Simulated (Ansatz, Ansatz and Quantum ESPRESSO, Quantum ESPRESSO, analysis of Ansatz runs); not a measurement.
# Na2CrO4 (Cmcm), V_Na hop (3.8 Å): one hop, two programs (q = −1) (Ansatz and Quantum ESPRESSO)

Aim: the barrier of one jump in Na2CrO4 (Cmcm) (V_Na hop (3.8 Å), charge −1) from two independent programs, on a cell of 56 host atoms with 1 Na taken out. The second starts from the first's relaxed ends and band.

Main program and level: Ansatz and Quantum ESPRESSO; two programs on one path.

**1. The starting structure**

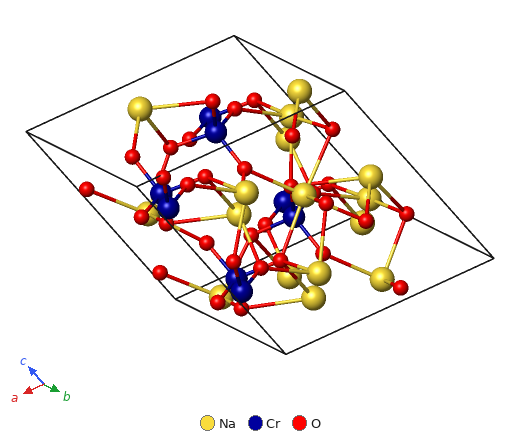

Start, viewed slightly off an axis; sodium yellow, chromium blue, oxygen red. Some periodic images of atoms are drawn too.

The cell holds 55 atoms: 15 Na, 8 Cr and 32 O. Its edges and angles: a = 11.628 Å, b = 9.203 Å, c = 10.917 Å, α = 70.0°, β = 48.1°, γ = 61.9°. It derives from Na2CrO4 (space group Cmcm). Nearest the centre at fractional (0.359, 0.516, 0.734): O53 at 1.66 Å, Na9 at 1.84 Å, O37 at 2.13 Å, O31 at 2.52 Å, O43 at 2.73 Å, Cr21 at 2.87 Å, Cr20 at 2.98 Å, O24 at 3.05 Å. The cell carries charge −1.

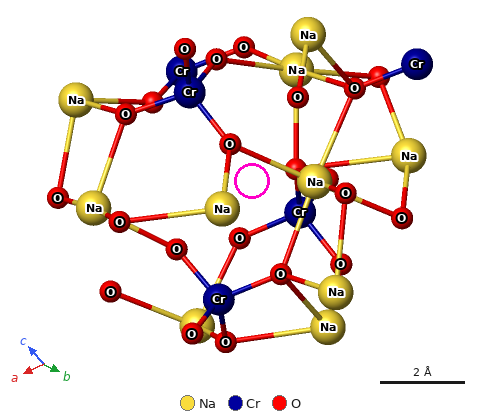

The atoms within 5 Å of the centre. A ring marks the centre wherever it is empty.

The cell's shortest repeat is 9.2 Å.

**2. The band in Ansatz**

5 movable images are laid between the ends on a pair-potential path, which keeps atoms from colliding in the first guess. Each image feels the true force across the path and a spring force along it. The highest image is set to climb to the top of the path.

Method: plane-wave PAW DFT, PBEsol, at one point at (¼, ¼, ¼).

Contents of qm1.neb/input.yaml:

```yaml
crystal:
  lattice:
    - [0.0, 9.21092277, 7.09648259]
    - [5.85930775, 0.0, 7.09648259]
    - [5.85930775, 9.21092277, 0.0]
  atoms:
    - { symbol: Na, position: [0.03159853, 0.21770801, 0.28299875] }
    - { symbol: Na, position: [0.03262466, 0.21853609, 0.78215528] }
    - { symbol: Na, position: [0.53122268, 0.716627, 0.28353823] }
    - { symbol: Na, position: [0.53186168, 0.71757586, 0.78322775] }
    - { symbol: Na, position: [0.4596492, 0.28993954, 0.22954873] }
    - { symbol: Na, position: [0.96537137, 0.78438963, 0.21588639] }
    - { symbol: Na, position: [0.97984696, 0.76965127, 0.70893275] }
    - { symbol: Na, position: [0.24839028, 0.75378546, 0.24570742] }
    - { symbol: Na, position: [0.25585348, 0.7409926, 0.74826454] }
    - { symbol: Na, position: [0.74547028, 0.25135053, 0.25868144] }
    - { symbol: Na, position: [0.74135756, 0.24746385, 0.75204183] }
    - { symbol: Na, position: [0.00880528, 0.49377231, -0.00450936] }
    - { symbol: Na, position: [-0.0042281, 0.50112595, 0.49822512] }
    - { symbol: Na, position: [0.50192759, 0.00833836, -0.00855754] }
    - { symbol: Na, position: [0.49810963, 0.00387529, 0.50596017] }
    - { symbol: Cr, position: [0.19803442, 0.05137749, 0.44807117] }
    - { symbol: Cr, position: [0.19469974, 0.04926121, 0.95005133] }
    - { symbol: Cr, position: [0.70028652, 0.55507321, 0.44448028] }
    - { symbol: Cr, position: [0.69826018, 0.55139083, 0.94814955] }
    - { symbol: Cr, position: [0.30382062, 0.4457765, 0.0540158] }
    - { symbol: Cr, position: [0.29663684, 0.45280729, 0.54649994] }
    - { symbol: Cr, position: [0.80117834, 0.94836514, 0.05096819] }
    - { symbol: Cr, position: [0.80414047, 0.94523575, 0.55347104] }
    - { symbol: O, position: [0.15913167, 0.40227221, 0.09654891] }
    - { symbol: O, position: [0.1501903, 0.41104433, 0.58935471] }
    - { symbol: O, position: [0.65573723, 0.9062598, 0.09358839] }
    - { symbol: O, position: [0.65824471, 0.90296399, 0.59720419] }
    - { symbol: O, position: [0.14979318, 0.90373181, 0.09563592] }
    - { symbol: O, position: [0.15823623, 0.90473628, 0.59170022] }
    - { symbol: O, position: [0.65536051, 0.40784686, 0.09485363] }
    - { symbol: O, position: [0.66425544, 0.41175265, 0.5878673] }
    - { symbol: O, position: [0.34233606, 0.09357707, 0.40752476] }
    - { symbol: O, position: [0.33896799, 0.08452687, 0.91293907] }
    - { symbol: O, position: [0.84637136, 0.59961194, 0.3988531] }
    - { symbol: O, position: [0.8454908, 0.59061616, 0.90470416] }
    - { symbol: O, position: [0.33935075, 0.59841155, 0.40030585] }
    - { symbol: O, position: [0.34743449, 0.59020881, 0.90809966] }
    - { symbol: O, position: [0.84663863, 0.09074388, 0.40861557] }
    - { symbol: O, position: [0.8438368, 0.09323991, 0.90548075] }
    - { symbol: O, position: [0.02858016, 0.21870502, 0.01203439] }
    - { symbol: O, position: [0.02988042, 0.21735794, 0.51192393] }
    - { symbol: O, position: [0.53268559, 0.71993347, 0.00932795] }
    - { symbol: O, position: [0.53123, 0.72154809, 0.5090445] }
    - { symbol: O, position: [0.46257708, 0.28624767, 0.47778757] }
    - { symbol: O, position: [0.46946531, 0.28005376, 1.00244262] }
    - { symbol: O, position: [0.97149646, 0.77773262, 0.485271] }
    - { symbol: O, position: [0.96812675, 0.78107403, 0.98908595] }
    - { symbol: O, position: [0.26091834, 0.99060917, 0.27999908] }
    - { symbol: O, position: [0.25819585, 0.98798344, 0.78121462] }
    - { symbol: O, position: [0.76141177, 0.49058486, 0.27841879] }
    - { symbol: O, position: [0.75870904, 0.48793179, 0.78264903] }
    - { symbol: O, position: [0.23565985, 0.51419063, 0.22131065] }
    - { symbol: O, position: [0.22829753, 0.52163379, 0.71249148] }
    - { symbol: O, position: [0.7391102, 0.01081852, 0.21791675] }
    - { symbol: O, position: [0.75259553, -0.00289778, 0.71899448] }
total_charge: -1
basis:
  ecutwfc: 420
  xc_grid: 2
hamiltonian:
  xc: pbesol
kpoints:
  mp_grid: { grid: [1, 1, 1], shift: [0.25, 0.25, 0.25] }
scf:
  occupations: { method: fixed }
  max_iter: 150
output:
  forces: true
neb:
  images: 5
  f_tol: 0.04
  climbing: true
  initial_path: idpp
  max_iterations: 45
  order_check: false
  final_atoms:
    - { symbol: Na, position: [0.03019051, 0.21410876, 0.28728874] }
    - { symbol: Na, position: [0.04432212, 0.1894428, 0.77654632] }
[... 6 atom lines left out ...]
    - { symbol: Na, position: [0.45004727, 0.31584236, 0.72745742] }
[... 2 atom lines left out ...]
    - { symbol: Na, position: [-0.00532864, 0.49919161, 0.00326348] }
[... 5 atom lines left out ...]
    - { symbol: Cr, position: [0.70790325, 0.55348763, 0.44163724] }
[... 1 atom line left out ...]
    - { symbol: Cr, position: [0.299498, 0.4426934, 0.05666778] }
    - { symbol: Cr, position: [0.29640769, 0.44103827, 0.55410493] }
[... 2 atom lines left out ...]
    - { symbol: O, position: [0.15403982, 0.39987157, 0.09956119] }
[... 6 atom lines left out ...]
    - { symbol: O, position: [0.66279002, 0.41163833, 0.59144348] }
[... 5 atom lines left out ...]
    - { symbol: O, position: [0.33907643, 0.58475244, 0.91102147] }
[... 5 atom lines left out ...]
    - { symbol: O, position: [0.54800082, 0.72445014, 0.50405096] }
    - { symbol: O, position: [0.46971012, 0.28151884, 0.49146398] }
[... 2 atom lines left out ...]
    - { symbol: O, position: [0.95053324, 0.77540411, 1.00135567] }
[... 5 atom lines left out ...]
    - { symbol: O, position: [0.22344729, 0.50350829, 0.72481174] }
[... 1 atom line left out ...]
    - { symbol: O, position: [0.74587645, 0.00622701, 0.72093648] }
```

On the command line:

```console
$ ansatz run input.yaml --threads 16 --pin off --max-ram 26378MiB --backend cpu --events-out ev --progress --plain --runs-dir out
```

Numbers of over 12 decimals in the logs are rounded to 6 here.

Log:

```text
[... repeated set-up lines and file paths are left out, and long positions are rounded to six places ...]
Warning: neb: disabling space-group detection — the band's intermediate images generally break the endpoint symmetry, so the full k-mesh is solved, and no spatial operation symmetrises the density, except that a semilocal band can use its path's symmetry [...]
Engine: ansatz 0.2.0, aarch64-unknown-linux-gnu
Pseudopotentials: kind: paw
Pseudopotential: Na, paw, valence charge 9, recommended cutoff 420 eV (normal), Na.paw.azcp
Pseudopotential: Cr, paw, valence charge 14, recommended cutoff 420 eV (normal), Cr.paw.azcp
Pseudopotential: O, paw, valence charge 6, recommended cutoff 420 eV (normal), O.paw.azcp
Functional definition: PBEsol
  exchange = pbesol_x
  correlation = pbesol_c
parallel-image band execution: 5 concurrent image workers
NEB image 0
Crystal: 55 atoms, lattice volume = 765.989 Å³
Basis set: ecut = 420 eV, 15027 PW (Γ), exchange–correlation on 160×128×150 points (8 copies of the dense FFT grid, shifted against one another)
Bands: 275, of which v1, the nominal top of the filled ones, is band 220 counted from 1 (219 counted from 0)
Symmetry: 1 space group operations
k-points: 1
Non-local potential: Na, projectors of the file, l = 0: 3, l = 1: 2, l = 2: 1
Non-local potential: Cr, projectors of the file, l = 0: 3, l = 1: 2, l = 2: 3, l = 3: 1
Non-local potential: O, projectors of the file, l = 0: 2, l = 1: 2, l = 2: 1
PAW form: soft (Blöchl's): semilocal exchange-correlation on the pseudo side does not see the compensation charge
[...]
- { symbol: Na, position: [0.052163, 0.182841, 0.770886] }
    - { symbol: Na, position: [0.512638, 0.721197, 0.297965] }
    - { symbol: Na, position: [0.503697, 0.742221, 0.800129] }
    - { symbol: Na, position: [0.466949, 0.281822, 0.228640] }
    - { symbol: Na, position: [0.983641, 0.788334, 0.194390] }
    - { symbol: Na, position: [0.980625, 0.776722, 0.721632] }
    - { symbol: Na, position: [0.245791, 0.754085, 0.250213] }
[...]
- { symbol: Na, position: [-0.004324, 0.497629, 0.000247] }
    - { symbol: Na, position: [-0.015361, 0.504878, 0.506415] }
    - { symbol: Na, position: [0.503968, 0.003024, -0.006123] }
    - { symbol: Na, position: [0.504863, -0.005425, 0.500861] }
    - { symbol: Cr, position: [0.201115, 0.051807, 0.444673] }
    - { symbol: Cr, position: [0.200092, 0.063025, 0.948573] }
    - { symbol: Cr, position: [0.712114, 0.552729, 0.433910] }
    - { symbol: Cr, position: [0.693109, 0.554442, 0.947397] }
    - { symbol: Cr, position: [0.300982, 0.442051, 0.066053] }
    - { symbol: Cr, position: [0.288595, 0.443398, 0.548672] }
    - { symbol: Cr, position: [0.794294, 0.944786, 0.057729] }
    - { symbol: Cr, position: [0.804487, 0.944184, 0.555277] }
    - { symbol: O, position: [0.157613, 0.405464, 0.098678] }
    - { symbol: O, position: [0.155973, 0.388031, 0.580643] }
    - { symbol: O, position: [0.645225, 0.904764, 0.105801] }
    - { symbol: O, position: [0.657656, 0.901468, 0.601319] }
    - { symbol: O, position: [0.164926, 0.910568, 0.088618] }
    - { symbol: O, position: [0.159413, 0.908544, 0.589053] }
    - { symbol: O, position: [0.653906, 0.410281, 0.094188] }
    - { symbol: O, position: [0.685306, 0.401662, 0.573457] }
[...]
- { symbol: O, position: [0.231530, 0.509813, 0.233218] }
    - { symbol: O, position: [0.206996, 0.512829, 0.721285] }
    - { symbol: O, position: [0.736734, 0.012821, 0.219979] }
    - { symbol: O, position: [0.751742, 0.000972, 0.719439] }
[key lines of the parts left out:]
SCF converged after 10 iterations
Free energy (F): -66898.898418 eV
Fermi energy:    2.718140 eV
```

Wall time 5.1 min (16 threads of Arm Neoverse N1, shared host); peak memory 6 GiB; 66 min of CPU time.

The band met its tolerance of 0.04 eV/Å after 8 iterations, with image 4 on top (the start counts as 0). Na9, which moves farthest between the ends, has 6 O at 2.35 to 2.45 Å nearest at the start and 3 O at 2.18 to 2.28 Å at the top.

**3. The band in Quantum ESPRESSO**

5 movable images are laid between the ends on the band that Ansatz converged, shifted to this program's ends. Each image feels the true force across the path and a spring force along it. The highest image is set to climb to the top of the path.

Method: Quantum ESPRESSO plane-wave DFT, PBEsol, GBRV 1.5 PBEsol potentials, at one point at (¼, ¼, ¼).

Contents of neb.in:

```
BEGIN
BEGIN_PATH_INPUT
&PATH
  restart_mode = 'from_scratch'
  string_method = 'neb'
  nstep_path = 45
  ds = 1.5
  opt_scheme = 'broyden'
  num_of_images = 7
  k_max = 0.3
  k_min = 0.2
  CI_scheme = 'auto'
  path_thr = 0.05
/
END_PATH_INPUT
BEGIN_ENGINE_INPUT
&CONTROL
  prefix = 'pwscf'
  outdir = './tmp'
  pseudo_dir = './pseudo'
  disk_io = 'low'
/
&SYSTEM
  ibrav = 0
  nat = 55
  ntyp = 3
  ecutwfc = 40
  ecutrho = 324
  nbnd = 224
  occupations = 'fixed'
  tot_charge = -1
  nosym = .true.
/
&ELECTRONS
  conv_thr = 6d-08
  electron_maxstep = 100
  mixing_beta = 0.5
/
ATOMIC_SPECIES
Na    22.9898 na_pbesol_v1.5.uspp.F.UPF
Cr    51.9961 cr_pbesol_v1.5.uspp.F.UPF
O     15.9990 o_pbesol_v1.2.uspp.F.UPF
CELL_PARAMETERS angstrom
   0.0000000000    9.2109227732    7.0964825921
   5.8593077484    0.0000000000    7.0964825921
   5.8593077484    9.2109227732    0.0000000000
BEGIN_POSITIONS
FIRST_IMAGE
ATOMIC_POSITIONS crystal
Na     0.0316240158    0.2176877806    0.2830140290
Na     0.0326215259    0.2185665765    0.7821190805
Na     0.5312012663    0.7166305121    0.2835281499
Na     0.5318842828    0.7175565437    0.7832395862
Na     0.4596036769    0.2899846365    0.2296132670
Na     0.9653695482    0.7843976618    0.2158711153
Na     0.9799120865    0.7695874414    0.7088969640
Na     0.2484217812    0.7538188109    0.2456724059
Na     0.2558263281    0.7409863953    0.7482714802
Na     0.7454322567    0.2513443735    0.2586893776
Na     0.7413949407    0.2474679261    0.7520408607
Na     0.0088058607    0.4937954454   -0.0045305027
Na    -0.0042731893    0.5010976890    0.4982651475
Na     0.5019254680    0.0083004300   -0.0085284047
Na     0.4981116197    0.0039047653    0.5059351556
Cr     0.1980230181    0.0513903204    0.4480711680
Cr     0.1946961520    0.0493064743    0.9500116911
Cr     0.7002418942    0.5550727765    0.4444843236
Cr     0.6982440690    0.5514046581    0.9481483117
Cr     0.3038373976    0.4457581585    0.0540269966
Cr     0.2966737836    0.4527713900    0.5465246419
Cr     0.8011938410    0.9483499327    0.0509731501
Cr     0.8041586628    0.9452184705    0.5534785484
O      0.1589797373    0.4022481732    0.0965569934
O      0.1500637651    0.4110163155    0.5893614229
O      0.6555828228    0.9062387248    0.0935973124
O      0.6580731393    0.9029644263    0.5972246735
O      0.1498186416    0.9035816396    0.0957616671
O      0.1582090762    0.9045978405    0.5918805091
O      0.6553971408    0.4076375506    0.0949750011
O      0.6641363022    0.4115407894    0.5880624602
O      0.3425244396    0.0935636881    0.4074970337
O      0.3391694143    0.0846574650    0.9128149843
O      0.8465095086    0.5995927950    0.3988697923
O      0.8456113818    0.5906578461    0.9047401383
O      0.3393491134    0.5985632712    0.4001841686
O      0.3474491378    0.5903633599    0.9079332440
O      0.8466287619    0.0909312332    0.4084777886
O      0.8438407949    0.0934087090    0.9053282189
O      0.0283510022    0.2188963274    0.0121544369
O      0.0296392691    0.2175712874    0.5120302497
O      0.5324669779    0.7201776864    0.0094175781
O      0.5310378495    0.7217674872    0.5091252447
O      0.4628167488    0.2860231163    0.4776990316
O      0.4696717306    0.2798421994    1.0023842489
O      0.9716929992    0.7775337279    0.4851686101
O      0.9683424013    0.7808613411    0.9889712816
O      0.2610302347    0.9905239903    0.2797644912
O      0.2582750523    0.9878594923    0.7810279249
O      0.7615246818    0.4905147376    0.2781908983
O      0.7587952433    0.4878220969    0.7824312493
O      0.2355476104    0.5142981544    0.2215116011
O      0.2282176469    0.5217333809    0.7127106575
O      0.7390027033    0.0109280855    0.2181305541
O      0.7525485997   -0.0028457884    0.7191977767
INTERMEDIATE_IMAGE
ATOMIC_POSITIONS crystal
Na     0.0443752408    0.2113937082    0.2744185154
Na     0.0482233519    0.1935099053    0.7723474470
[... 53 atom lines left out ...]
INTERMEDIATE_IMAGE
ATOMIC_POSITIONS crystal
Na     0.0474166889    0.2085237310    0.2711827411
Na     0.0525704932    0.1850925539    0.7703784454
[... 53 atom lines left out ...]
INTERMEDIATE_IMAGE
ATOMIC_POSITIONS crystal
Na     0.0460431843    0.2071187947    0.2723687493
Na     0.0528705427    0.1827583392    0.7706626457
[... 53 atom lines left out ...]
INTERMEDIATE_IMAGE
ATOMIC_POSITIONS crystal
Na     0.0405326571    0.2071757077    0.2784081134
Na     0.0521504879    0.1828454907    0.7708643460
[... 53 atom lines left out ...]
INTERMEDIATE_IMAGE
ATOMIC_POSITIONS crystal
Na     0.0347888951    0.2091979379    0.2836745212
Na     0.0512324764    0.1835425345    0.7705644524
[... 53 atom lines left out ...]
LAST_IMAGE
ATOMIC_POSITIONS crystal
Na     0.0301654890    0.2141294693    0.2872914118
Na     0.0443052813    0.1894348775    0.7765325706
[... 6 atom lines left out ...]
Na     0.4500536285    0.3158708405    0.7274727852
[... 2 atom lines left out ...]
Na    -0.0053287503    0.4991649858    0.0032779888
[... 5 atom lines left out ...]
Cr     0.7078833242    0.5535122839    0.4416260221
[... 1 atom line left out ...]
Cr     0.2994973515    0.4426843499    0.0566791975
Cr     0.2964265982    0.4410287033    0.5541170941
[... 2 atom lines left out ...]
O      0.1538641474    0.3998719160    0.0995761706
[... 6 atom lines left out ...]
O      0.6628013849    0.4114695199    0.5915747173
[... 5 atom lines left out ...]
O      0.3390103151    0.5849286140    0.9108368207
[... 5 atom lines left out ...]
O      0.5477250018    0.7246520559    0.5042320996
O      0.4699409026    0.2813219819    0.4913938903
[... 2 atom lines left out ...]
O      0.9508088477    0.7752213787    1.0011825836
[... 5 atom lines left out ...]
O      0.2233534557    0.5036899301    0.7249975248
[... 1 atom line left out ...]
O      0.7458332853    0.0063036710    0.7211204033
END_POSITIONS
K_POINTS crystal
1
0.25 0.25 0.25 1.0
END_ENGINE_INPUT
END
```

On the command line:

```console
$ OMP_NUM_THREADS=1 mpirun -n 16 neb.x -ni 4 -inp neb.in > neb.out
```

Log:

```text
[shortened: banners, details of potentials and solvers, and blank lines are left out]
     path-images division:  nimage    =       4
     initial path length           =  8.2599 bohr
     initial inter-image distance  =  1.3767 bohr
     string_method                 =    neb
     restart_mode                  =    from_scratch
     opt_scheme                    =    broyden
     num_of_images                 =    7
     nstep_path                    =    45
     CI_scheme                     =    auto
     first_last_opt                =    F
     use_freezing                  =    F
     ds                            =    1.5000 a.u.
     k_max                         =    0.3000 a.u.
     k_min                         =    0.2000 a.u.
     path_thr                      =    0.0500 eV / A
     ------------------------------ iteration   1 ------------------------------
     activation energy (->) =   0.617514 eV
     activation energy (<-) =   0.248748 eV
     image        energy (eV)        error (eV/A)        frozen
         1     -52581.9458232            0.014524            T
         2     -52581.8537537            0.983993            F
         3     -52581.5441139            1.169787            F
         4     -52581.3575677            0.208692            F
         5     -52581.3283093            0.083115            F
         6     -52581.4878736            0.229812            F
         7     -52581.5770577            0.018248            T
     climbing image =  5
     path length          =  8.260 bohr
[...]
------------------------------ iteration   6 ------------------------------
     activation energy (->) =   0.617359 eV
     activation energy (<-) =   0.248594 eV
     image        energy (eV)        error (eV/A)        frozen
         1     -52581.9458232            0.014524            T
         2     -52581.7741748            0.044474            F
         3     -52581.4765660            0.038073            F
         4     -52581.3468612            0.041847            F
         5     -52581.3284642            0.048883            F
         6     -52581.4825150            0.033457            F
         7     -52581.5770577            0.018248            T
     climbing image =  5
     path length          =  8.147 bohr
[...]
neb: convergence achieved in   6 iterations
   JOB DONE.
```

Run time: 77 min. Hardware: 16 MPI ranks; peak memory 9.1 GiB.

The band met its tolerance of 0.05 eV/Å after 6 iterations, with image 4 on top (the start counts as 0). Na9, which moves farthest between the ends, has 6 O at 2.35 to 2.44 Å nearest at the start and 3 O at 2.19 to 2.27 Å at the top.

**4. Side by side**

| program | top over the start (eV) | over the end (eV) | hop length (Å) | movable images | iterations | time |
| --- | --- | --- | --- | --- | --- | --- |
| Ansatz | 0.610 | 0.238 | 3.47 | 5 | 8 | 5.1 min |
| Quantum ESPRESSO | 0.617 | 0.249 | 3.47 | 5 | 6 | 77 min |

Path length (Å) and energy (eV from the start) of each image:

| image | Ansatz, length | Ansatz, energy | Quantum ESPRESSO, length | Quantum ESPRESSO, energy |
| --- | --- | --- | --- | --- |
| 0 | 0.00 | 0.000 | 0.00 | 0.000 |
| 1 | 0.70 | 0.077 | 0.87 | 0.172 |
| 2 | 1.40 | 0.355 | 1.60 | 0.469 |
| 3 | 2.09 | 0.547 | 2.22 | 0.599 |
| 4 | 2.79 | 0.610 | 2.83 | 0.617 |
| 5 | 3.61 | 0.475 | 3.55 | 0.463 |
| 6 | 4.44 | 0.372 | 4.31 | 0.369 |

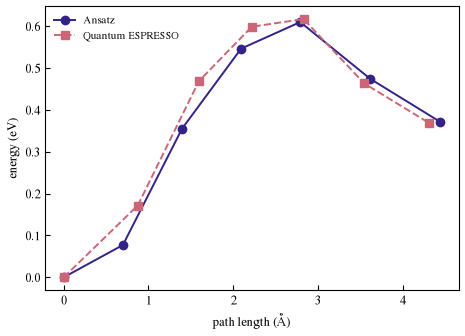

Energy along the two bands.

**5. Outcome**

```
top over the start, Ansatz           : 0.610 eV
top over the start, Quantum ESPRESSO : 0.617 eV
difference                           : 0.007 eV
```

The tops lie 0.610 and 0.617 eV above the starts, 0.007 eV apart, a factor of 1.3 in a rate at 300 K. At the top the nearest neighbour of Na9 is O at 2.18 Å in Ansatz and O at 2.19 Å in Quantum ESPRESSO. No image-charge correction is applied. Both use the same single k-point, so agreement says nothing of the sampling error. The order of the top as a saddle was not checked for all atoms, so a bent path could be lower. The second band began on the first's path, so iterations and times don't compare, and both may miss the same lower path. What this leaves open: one k-point off the zone centre stands for the whole zone.

[Logs are printed without paths, hosts, clocks, repeated set-up lines and the standing remarks that a program may print on its own settings, such as how far it seeks lower states.]

[Hosts, paths, dates, database ids (printed as entryN), source tags and the programs' standing remarks are cut or masked in the printed files.]
